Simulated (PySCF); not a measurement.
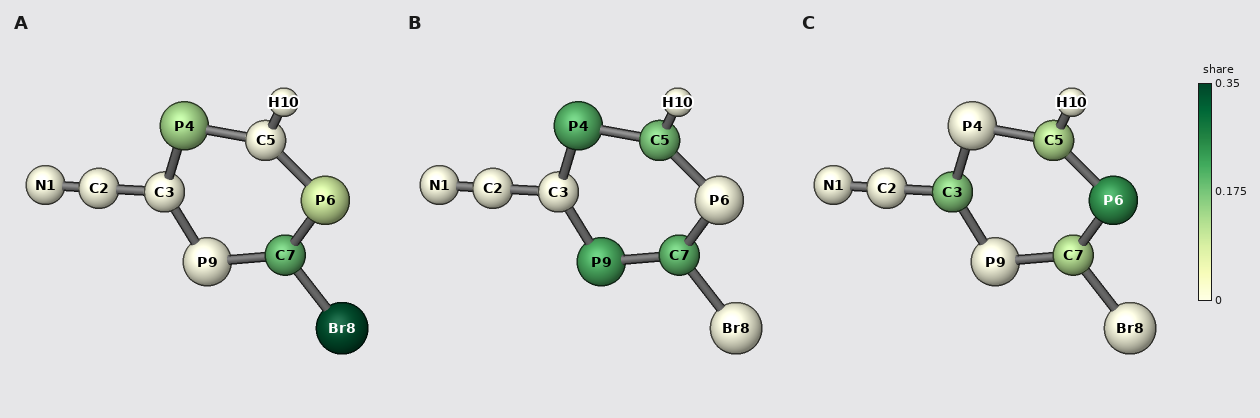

Each panel colours the atoms by their Löwdin share in one orbital (up to four of the largest shares; other atoms are shown as zero). The geometry was computed by an optimisation with GFN2-xTB. No frequency run is at hand to confirm it as a minimum. Computed with PBE0/def2-SVPD (PySCF 2.14.0).

Question: The panels show the HOMO, LUMO, LUMO+1, in some order. Which is which?

Answer: A: HOMO, −7.81 eV; Br8 0.34, C7 0.19, P4 0.14, P6 0.10
B: LUMO+1, −3.35 eV; P9 0.21, P4 0.20, C7 0.19, C5 0.17
C: LUMO, −3.68 eV; P6 0.24, C3 0.16, C7 0.12, C5 0.12

The geometry is semi-empirical. Around Br, P such bond lengths and angles can be off by a tenth of an ångström or more and by several degrees, and values that hang on the shape move with them.
